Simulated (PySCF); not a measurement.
**B3LYP/6-31G(d) (spherical functions) run of C2H4B2S (SMILES BSBC#C)**

Aim: the vertical singlet–triplet gap of C2H4B2S at B3LYP/6-31G* (spherical functions), from 2 runs. The job is set up through a Python script.

Program for the calculation: PySCF 2.14.0.

### Step 1. Starting point

C2H4B2S: 9 atoms, total charge 0, spin state singlet. SMILES: `BSBC#C`. The coordinates come from a GFN2-xTB relaxation. This is one conformer, not always the lowest.

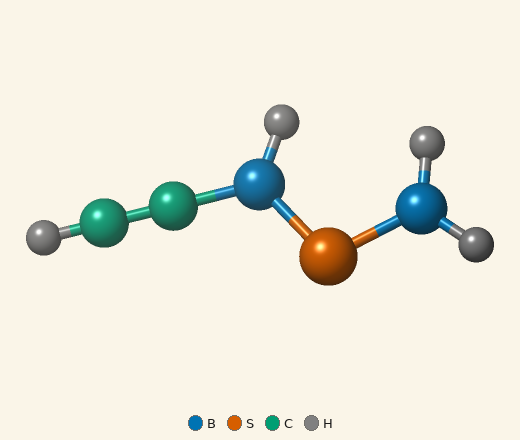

Viewed from a chosen angle; boron blue, sulfur orange, carbon teal, hydrogen grey.

### Step 2. The energy at B3LYP/6-31G(d) (spherical functions)

File calc.py:

```python
from pyscf import gto, dft

mol = gto.M(
    atom=[
    ('B', (0.614380, 1.617300, 1.712530)),
    ('S', (-0.408550, 1.198480, 0.330740)),
    ('B', (0.123580, -0.453780, -0.152380)),
    ('C', (-0.545990, -1.118180, -1.317090)),
    ('C', (-1.081210, -1.659910, -2.252900)),
    ('H', (0.443030, 2.662200, 2.202820)),
    ('H', (1.423880, 0.874290, 2.107170)),
    ('H', (0.978130, -0.989710, 0.439330)),
    ('H', (-1.547260, -2.130690, -3.070210)),
],
    max_memory=1860,
    basis='6-31g*',
    verbose=4,
)

mf = dft.RKS(mol)
mf.xc = 'b3lyp'
mf.conv_tol = 1e-10
mf.grids.level = 4
mf.kernel()
if not mf.converged:
    mf = mf.newton().run(mf.mo_coeff, mf.mo_occ)

energy = mf.e_tot
print('E = %.10f Eh' % energy)
```

On the command line:

```bash
$ OMP_NUM_THREADS=1 python calc.py
```

The program printed:

```text
PySCF version 2.14.0

[INPUT] num. atoms = 9
[INPUT] num. electrons = 42
[INPUT] charge = 0
[INPUT] spin (= nelec alpha-beta = 2S) = 0
[INPUT] symmetry False subgroup None
[INPUT] Mole.unit = angstrom
[INPUT] Symbol           X                Y                Z      unit          X                Y                Z       unit  Magmom
[INPUT]  1 B      0.614380000000   1.617300000000   1.712530000000 AA    1.161009936410   3.056254061259   3.236212680101 Bohr   0.0
[INPUT]  2 S     -0.408550000000   1.198480000000   0.330740000000 AA   -0.772047608191   2.264798965769   0.625008018439 Bohr   0.0
[INPUT]  3 B      0.123580000000  -0.453780000000  -0.152380000000 AA    0.233532354474  -0.857519920805  -0.287956466861 Bohr   0.0
[INPUT]  4 C     -0.545990000000  -1.118180000000  -1.317090000000 AA   -1.031771566751  -2.113053957966  -2.488939381403 Bohr   0.0
[INPUT]  5 C     -1.081210000000  -1.659910000000  -2.252900000000 AA   -2.043190783141  -3.136775291427  -4.257363986033 Bohr   0.0
[INPUT]  6 H      0.443030000000   2.662200000000   2.202820000000 AA    0.837205364966   5.030828888817   4.162726501714 Bohr   0.0
[INPUT]  7 H      1.423880000000   0.874290000000   2.107170000000 AA    2.690743234246   1.652168653446   3.981974197900 Bohr   0.0
[INPUT]  8 H      0.978130000000  -0.989710000000   0.439330000000 AA    1.848397814221  -1.870280842743   0.830213378305 Bohr   0.0
[INPUT]  9 H     -1.547260000000  -2.130690000000  -3.070210000000 AA   -2.923897643495  -4.026420556350  -5.801856044901 Bohr   0.0

nuclear repulsion = 153.843058527528
number of shells = 40
number of NR pGTOs = 175
number of NR cGTOs = 82
basis = 6-31g*
ecp = {}

******** <class 'pyscf.dft.rks.RKS'> ********
method = RKS
initial guess = minao
damping factor = 0
level_shift factor = 0
DIIS = <class 'pyscf.scf.diis.CDIIS'>
diis_start_cycle = 1
diis_space = 8
diis_damp = 0
SCF conv_tol = 1e-10
SCF conv_tol_grad = None
SCF max_cycles = 50
direct_scf = True
direct_scf_tol = 1e-13
XC library pyscf.dft.libxc version 7.0.0
    S. Lehtola, C. Steigemann, M. J.T. Oliveira, and M. A.L. Marques.,  SoftwareX 7, 1–5 (2018)
XC functionals = b3lyp
    P. J. Stephens, F. J. Devlin, C. F. Chabalowski, and M. J. Frisch.,  J. Phys. Chem. 98, 11623 (1994)
radial grids:
    Treutler-Ahlrichs [JCP 102, 346 (1995); DOI:10.1063/1.469408] (M4) radial grids

becke partition: Becke, JCP 88, 2547 (1988); DOI:10.1063/1.454033
pruning grids: <function nwchem_prune>
grids dens level: 4
symmetrized grids: False
atomic radii adjust function: <function treutler_atomic_radii_adjust>
small_rho_cutoff = 0
Set gradient conv threshold to 1e-05
Initial guess from minao.
tot grids = 204952
init E= -526.883576760225
  HOMO = -0.326843575978323  LUMO = -0.149867792465225  gap/eV = 4.81576
cycle= 1 E= -526.441433537124  delta_E= 0.442  |g|= 0.328  |ddm|= 3.19
  HOMO = -0.232035052622437  LUMO = -0.0667787031492311  gap/eV = 4.49685
cycle= 2 E= -526.436161130746  delta_E= 0.00527  |g|= 0.364  |ddm|= 0.781
  HOMO = -0.278512287506348  LUMO = -0.0863765225126225  gap/eV = 5.22828
cycle= 3 E= -526.467910705162  delta_E= -0.0317  |g|= 0.148  |ddm|= 0.452
  HOMO = -0.284819850725846  LUMO = -0.0875690690327851  gap/eV = 5.36747
cycle= 4 E= -526.47333294279  delta_E= -0.00542  |g|= 0.034  |ddm|= 0.148
  HOMO = -0.283579136888573  LUMO = -0.0897125140760604  gap/eV = 5.27538
cycle= 5 E= -526.473670568479  delta_E= -0.000338  |g|= 0.0077  |ddm|= 0.0447
  HOMO = -0.283303830110772  LUMO = -0.0885754193544281  gap/eV = 5.29883
cycle= 6 E= -526.473691114167  delta_E= -2.05e-05  |g|= 0.00104  |ddm|= 0.0111
  HOMO = -0.283380336232089  LUMO = -0.0886471962766171  gap/eV = 5.29896
cycle= 7 E= -526.473691435549  delta_E= -3.21e-07  |g|= 0.000308  |ddm|= 0.00176
  HOMO = -0.283381713586452  LUMO = -0.088644744300681  gap/eV = 5.29906
cycle= 8 E= -526.47369146671  delta_E= -3.12e-08  |g|= 9.62e-05  |ddm|= 0.000559
  HOMO = -0.283377690049265  LUMO = -0.088643379278909  gap/eV = 5.29899
cycle= 9 E= -526.47369146991  delta_E= -3.2e-09  |g|= 1.04e-05  |ddm|= 0.000144
  HOMO = -0.283378215894079  LUMO = -0.0886428457842108  gap/eV = 5.29902
cycle= 10 E= -526.473691469952  delta_E= -4.24e-11  |g|= 4.62e-06  |ddm|= 2.25e-05
  HOMO = -0.283377838909005  LUMO = -0.0886425755397  gap/eV = 5.29902
Extra cycle  E= -526.473691469948  delta_E= 3.75e-12  |g|= 5.9e-06  |ddm|= 1.51e-05
converged SCF energy = -526.473691469948
E = -526.4736914699 Eh
```

Wall time 17 s (1 thread of Arm Neoverse V1, shared host); peak memory 0.4 GiB.

### Step 3. The triplet

File input.py:

```python
from pyscf import gto, dft

mol = gto.Mole()
mol.atom = '''
B      1.161010     3.056254     3.236213
S     -0.772048     2.264799     0.625008
B      0.233532    -0.857520    -0.287956
C     -1.031772    -2.113054    -2.488939
C     -2.043191    -3.136775    -4.257364
H      0.837205     5.030829     4.162727
H      2.690743     1.652169     3.981974
H      1.848398    -1.870281     0.830213
H     -2.923898    -4.026421    -5.801856
'''
mol.unit = 'bohr'
mol.spin = 2
mol.max_memory = 1860
mol.verbose = 3
mol.basis = '6-31g*'
mol.build()

mf = dft.UKS(mol, xc='b3lyp')
mf.conv_tol = 1e-10
mf.grids.level = 4
mf.kernel()
if not mf.converged:
    mf = mf.newton().run(mf.mo_coeff, mf.mo_occ)

e_final = mf.e_tot
print(f'total energy: {e_final:.8f} hartree')
```

On the command line:

```bash
$ OMP_NUM_THREADS=1 python input.py
```

The program printed:

```text
WARN: HOMO -0.149867776971444 >= LUMO -0.326843583778983

WARN: HOMO -0.108273790244835 >= LUMO -0.21241397652

WARN: HOMO -0.138765754442449 >= LUMO -0.235660763635106

WARN: HOMO -0.143384287304369 >= LUMO -0.234550863032146

WARN: HOMO -0.145504044637582 >= LUMO -0.239041733933955

WARN: HOMO -0.146439646454836 >= LUMO -0.236991864615092

WARN: HOMO -0.146073761323976 >= LUMO -0.23581993309992

WARN: HOMO -0.146955075536849 >= LUMO -0.235982333078722

WARN: HOMO -0.147090311793141 >= LUMO -0.2357835999284

WARN: HOMO -0.147025039730872 >= LUMO -0.235768670098432

WARN: HOMO -0.147061407010282 >= LUMO -0.235763206990157

WARN: HOMO -0.147106115406845 >= LUMO -0.235767790142719

WARN: HOMO -0.147081344794795 >= LUMO -0.23576166507949

WARN: HOMO -0.147086899266212 >= LUMO -0.235761819483972

WARN: HOMO -0.147089473094317 >= LUMO -0.23576300634799

WARN: HOMO -0.147089534920529 >= LUMO -0.235763419474343

WARN: HOMO -0.147090025937154 >= LUMO -0.235763250967686

WARN: HOMO -0.147090299506066 >= LUMO -0.235763426645079

WARN: HOMO -0.147091855590979 >= LUMO -0.235762973127875

WARN: HOMO -0.147090721933041 >= LUMO -0.235762060500149

WARN: HOMO -0.147091017355152 >= LUMO -0.235760765582259

WARN: HOMO -0.147091257535855 >= LUMO -0.235761418959074

WARN: HOMO -0.147091264128056 >= LUMO -0.235762050725826

WARN: HOMO -0.147091073691026 >= LUMO -0.235761764420332

converged SCF energy = -526.331367051753  <S^2> = 2.0130751  2S+1 = 3.0087041
total energy: -526.33136705 hartree
```

Run time: 61 s. Hardware: 1 thread of Arm Neoverse V1, shared host; peak memory 0.43 GiB.

### Step 4. What came out

Level: B3LYP/6-31G* (spherical functions).

| quantity | value |
| --- | --- |
| singlet: total energy | -526.47369 Eh |
| singlet: dipole moment | 1.23 D |
| singlet: HOMO energy | -7.71 eV |
| singlet: LUMO energy | -2.41 eV |
| singlet: HOMO–LUMO gap | 5.30 eV |
| triplet: total energy | -526.33137 Eh |
| triplet: dipole moment | 2.99 D |
| triplet: HOMO energy (highest over α and β) | -4.00 eV |
| triplet: ⟨S²⟩ | 2.013 |
| vertical energy of the triplet above the singlet | 3.873 eV |

In words: At this shape the triplet lies 3.87 eV (89 kcal/mol) above the singlet. Mulliken charges (singlet) run from -0.21 on C5 to +0.20 on H9; they depend strongly on the basis. Mulliken charges (triplet) run from -0.29 on B3 to +0.22 on H9; they depend strongly on the basis.
